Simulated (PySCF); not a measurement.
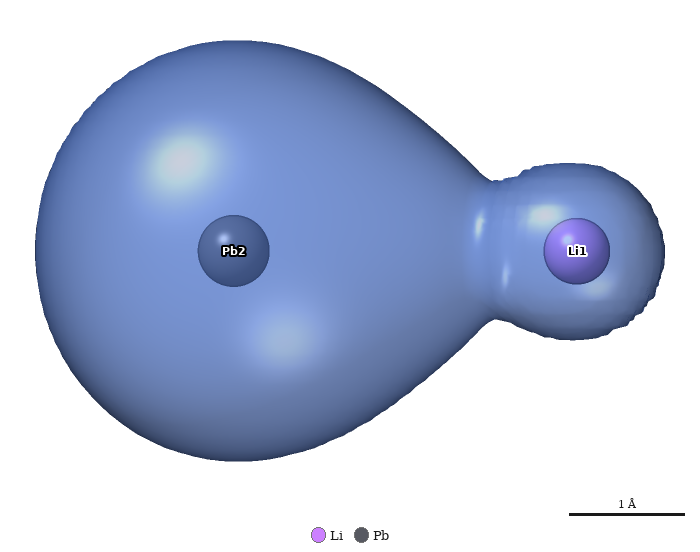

The picture shows: LiPb (charge +1, triplet). Isosurface of the electron density at 0.05 e/Å³ (blue), seen from one side.

Core potentials replace the inner electrons of Pb.

Method: PBE0/cc-pVDZ(-PP), non-relativistic Hamiltonian with scalar-relativistic core potentials where named, at a bond length of 3.091 Å (PySCF).

```yaml
atoms:
  - { symbol: Li, position_ang: [0.0000, 0.0000, -2.9901] }
  - { symbol: Pb, position_ang: [0.0000, 0.0000, 0.1009] }
```

### Which contacts does the surface bridge?

At this value the surface is in one piece. It bridges the sampled Li–Pb (3.09 Å) contact, where the density stays above the isovalue. On the grid the lowest density along these lines, outside the cores, is 0.08 e/Å³ (Li–Pb, 3.09 Å).
